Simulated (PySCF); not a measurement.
Si(Me)(Et)(Vi)(NH2), SMILES [Si](C=C)(N)(C)CC at its GFN2-xTB optimised geometry (Å):

```
20

C     -0.9710     1.2415     1.0199
C     -1.1377     0.4160     0.0000
Si    -0.6187    -1.4036     0.0000
C     -1.4220    -2.2902     1.4928
N      1.1156    -1.4036     0.0000
C     -1.1545    -2.2783    -1.6078
C     -0.5580    -1.6512    -2.8616
H     -0.5184     0.9168     1.9433
H     -1.2742     2.2778     0.9909
H     -1.6041     0.8079    -0.8952
H     -1.1203    -1.8254     2.4266
H     -1.1298    -3.3355     1.5391
H     -2.5060    -2.2560     1.4497
H      1.6041    -2.2778    -0.1114
H      1.5996    -0.8231     0.6658
H     -2.2422    -2.2696    -1.6887
H     -0.8620    -3.3285    -1.5657
H     -0.8852    -0.6199    -2.9666
H      0.5272    -1.6540    -2.8063
H     -0.8605    -2.1970    -3.7544
```

Computed with PBE0/def2-SVP run with PySCF 2.14.0. Cells within 0.4 Å of a nucleus heavier than hydrogen are left out (blank, or x).

Map of the electrostatic potential (hartree/e), clipped to [-0.08, 0.12] on the plane z = 0.8 Å:

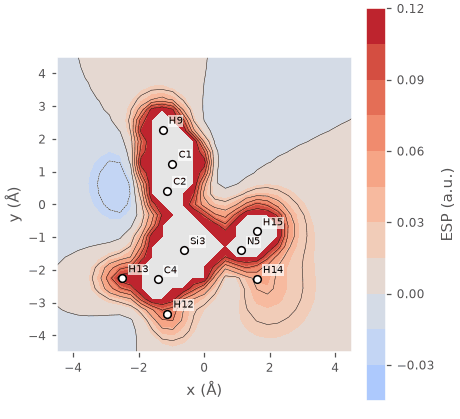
Figure: Electrostatic potential (hartree/e), clipped to [-0.08, 0.12] on the plane z = 0.8 Å.
